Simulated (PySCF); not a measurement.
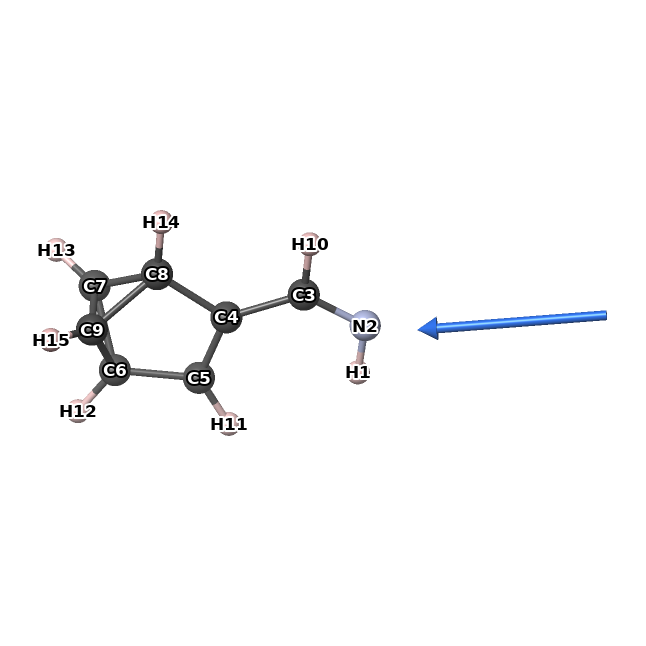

The arrow beside the molecule shows the direction of the dipole moment, from the negative to the positive end (its length means nothing). The geometry was computed by an optimisation with GFN2-xTB. No frequency run is at hand to confirm it as a minimum. Method: B3LYP/def2-SVPD, gas phase (PySCF 2.14.0).

> How large is the dipole moment?

3.95 D; it points from the side of N2 to the side of H13, H15 (the outermost atoms at the two ends).
